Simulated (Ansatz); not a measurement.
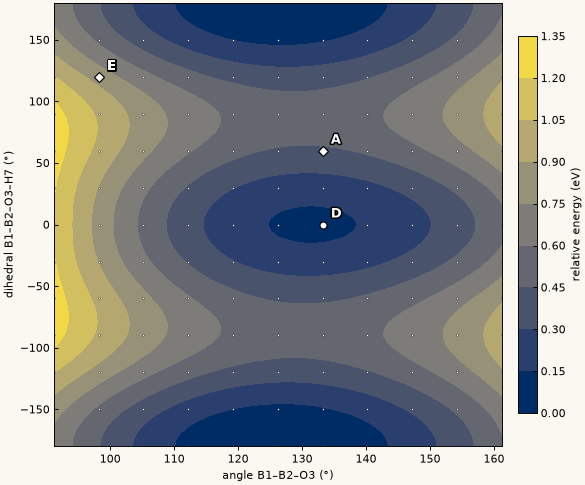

B2BrH3O, SMILES BB(O)Br. The first coordinate is: angle B1–B2–O3; the second: dihedral B1–B2–O3–H7. Nothing is relaxed (all other coordinates rigid). The grid has 11 × 12 points. Points are written as (first, second). Energies are in eV, from the lowest grid point. These are results of Ansatz, RHF/def2-TZVP, not measurements.

In the figure: filled contours, dots at the grid points, lettered points. Between grid points the surface is interpolated.

Question: What kind of point is each of A, D, E: minimum, saddle, maximum or slope?

Answer: A: on a slope; D: minimum; E: on a slope. (In these two coordinates alone; a stationary point may lie a little off the grid point.)

Question: Rank the lettered points by energy, lowest first.

Answer: D (0.12 eV), A (0.43 eV), E (0.83 eV).
